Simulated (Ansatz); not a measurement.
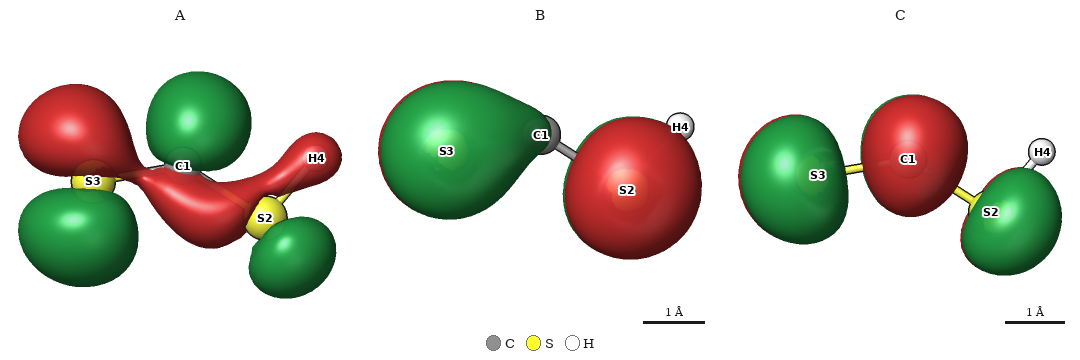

The picture shows: CHS2 (SMILES S=[C]S) (doublet). Three frontier orbitals at ±0.1 Å⁻³ᐟ² (green and red are the two phases), in no order.

Geometry: PBE0-D3(BJ)/def2-SVP.

Method: isolated molecule in a Gaussian basis; Kohn-Sham density functional theory, functional PBE0 in Ansatz 0.2.0.

```yaml
atoms:
  - { symbol: C, position_ang: [-0.3444, 0.5399, 0.7874] }
  - { symbol: S, position_ang: [1.1928, 0.6631, 1.4635] }
  - { symbol: S, position_ang: [-1.3605, -0.6078, 0.4068] }
  - { symbol: H, position_ang: [1.2966, 2.0155, 1.4256] }
```

Order the three orbitals by energy and name them. All are α orbitals.

B is the HOMO−1 (α) (−7.90 eV). It lies mainly on S2 (about 45 %), S3 (about 45 %) and C1 (about 10 %); it changes sign across the molecular plane (π type). A is the HOMO (α) (−5.91 eV). By Hirshfeld shares it lies mainly on S3 (about 50 %), C1 (about 35 %) and S2 (about 15 %); it is symmetric in the molecular plane (an in-plane orbital: σ, lone-pair or in-plane π type). C is the LUMO (α) (−2.18 eV). Its weight (Hirshfeld) is mainly on C1 (about 40 %), S3 (about 40 %) and S2 (about 20 %); it changes sign across the molecular plane (π type); π-antibonding (a node) across C1–S2 and C1–S3.

What is the gap between the highest occupied and lowest empty α orbitals?

3.73 eV between the orbital energies.
